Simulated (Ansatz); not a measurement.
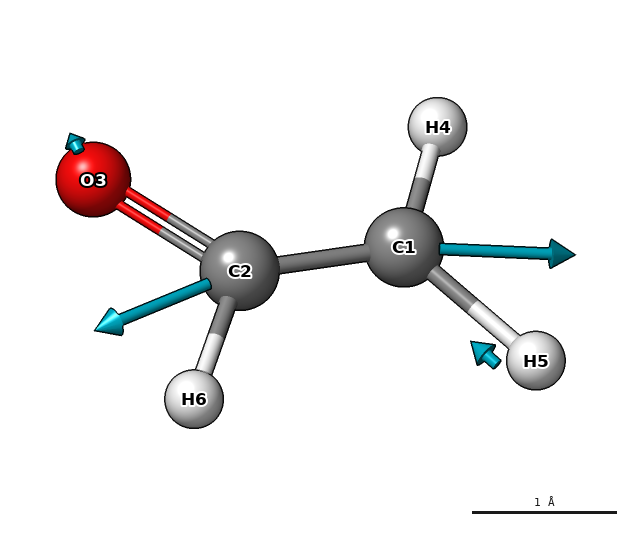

Arrows show the forces on the atoms, 0.07 Å of arrow for 1 eV/Å; forces under a tenth of the largest aren't drawn. The species is neutral and a spin doublet. Level of theory: UHF-CCSD(T) (frozen core)/def2-TZVPP (Ansatz 0.2.0).

### Along which bond is the force strongest?

C1–C2, now 1.223 Å: the forces push its atoms apart, so a first step downhill lengthens it.

List the force components in the frame of the picture (x right, y up, z towards the viewer), in eV/Å.

```
atom      Fx     Fy     Fz
  C1   13.68  −0.59  −2.61
  C2  −11.50  −4.74   5.17
  O3   −0.96   1.90  −0.91
  H4    0.39   0.40  −0.45
  H5   −2.74   2.42  −0.92
  H6    1.12   0.61  −0.28
```

The determinant isn't a pure spin state (⟨S²⟩ up to 0.89).
